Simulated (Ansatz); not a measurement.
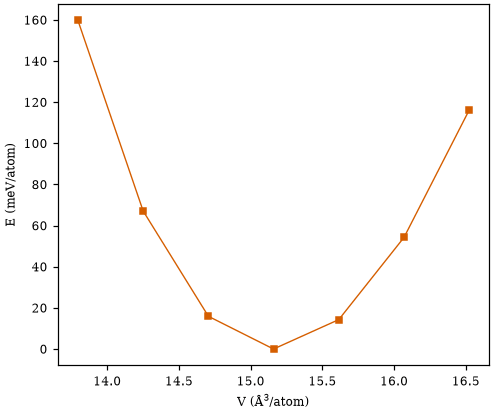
ReW (CsCl type, Pm-3m) under volume change, the program Ansatz at the PBEsol level (PAW), scaled uniformly.

Q: What does a third-order Birch–Murnaghan fit give for V₀, B₀ and B′?

A: V₀ = 15.16 Å³/atom, B₀ = 353 GPa, B′ = 4.3.

The cell is a constructed one: a structure type filled with these elements; neither database checked (COD, Materials Project) lists it. Whether it is the stable phase at ambient conditions was not checked. Symmetry was held in the PBEsol relaxation; whether a distortion lowers the energy is not shown. No spin polarisation was allowed. Spin–orbit coupling is left out wherever it is not named.

Potentials: the later of the program's two PAW sets.
